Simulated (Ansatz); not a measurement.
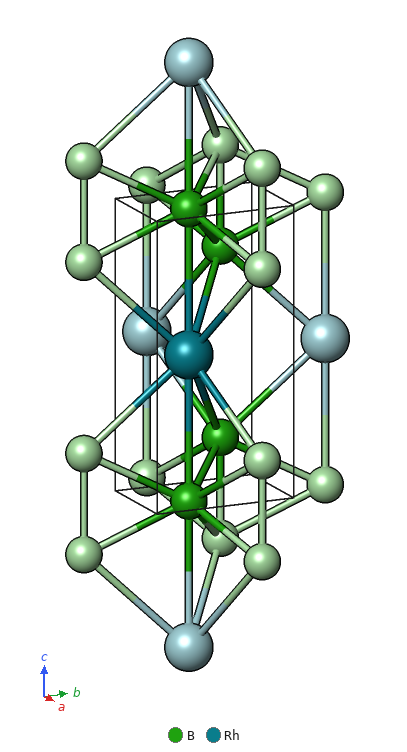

We look at a ball-and-stick model of the crystal slightly off an axis. The frame is the simulation cell; atoms at its boundary are shown with their periodic copies. Atoms just outside the outline that bond to atoms inside are added, in fainter colours.

```yaml
crystal:
  lattice:
    - [2.90768, 0.00000, 0.00000]
    - [-1.45384, 2.51812, 0.00000]
    - [0.00000, 0.00000, 4.59739]
  atoms:
    - { symbol: B, position: [0.66667, 0.33333, 0.00000] }
    - { symbol: B, position: [0.33333, 0.66667, 0.82721] }
    - { symbol: B, position: [0.33333, 0.66667, 0.17279] }
    - { symbol: Rh, position: [0.66667, 0.33333, 0.50000] }
```

Electronic-structure method: Ansatz, DFT r2SCAN, scalar-relativistic, plane waves, PAW. Parameters: an energy cutoff of 500 eV, an 18×18×10 grid in reciprocal space, Gaussian smearing of 0.1 eV, no spin polarisation.

### State the Bader charges by element.

B -0.04 to +0.09 e; Rh -0.01 e. Little charge moves, as in a metallic or covalent solid.

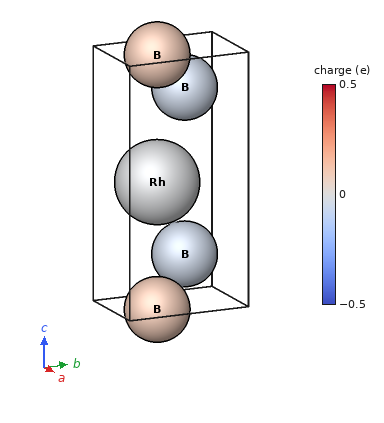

The atoms coloured by those charges.

Starting structure: a structure type filled with these elements by a generator (whether the compound takes this form wasn't checked). Earlier steps of the study may have refined or changed the cell and positions. Ansatz was used for an electronic-structure calculation on it.
